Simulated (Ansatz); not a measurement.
Start from WC (space group P-6m2, No. 187; a = 2.913 Å, c = 2.836 Å; relaxed with 0.1 eV smearing). Axes: x lies along a and z along c of the hexagonal cell.

Structures relaxed with r2SCAN (Ansatz, a program for electronic structure; PAW; 500 eV plane waves; without spin-orbit coupling), earlier PAW set.

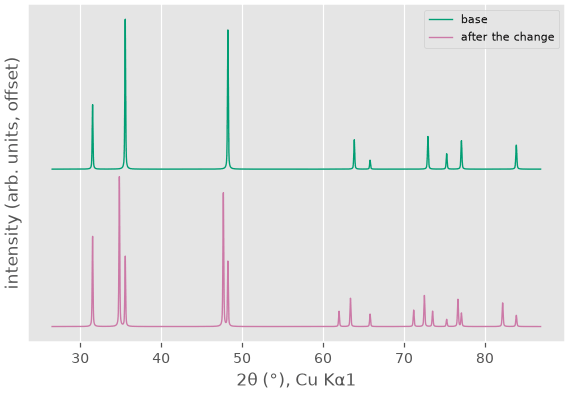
Fig. 1. Simulated powder patterns before (top) and after one change

### Question
Name the change that was made.
A) uniaxial strain ε_xx = +5.48 %
B) isotropic strain −0.59 %
C) uniaxial strain ε_xx = +2.72 %
D) isotropic strain +5.47 %

### Answer
C, uniaxial strain ε_xx = +2.72 %. Its volume per atom is 10.70 Å³ against 10.42 Å³, and its space group is Amm2 (No. 38).

No phonon test of stability was made. The final runs are not spin-polarised.
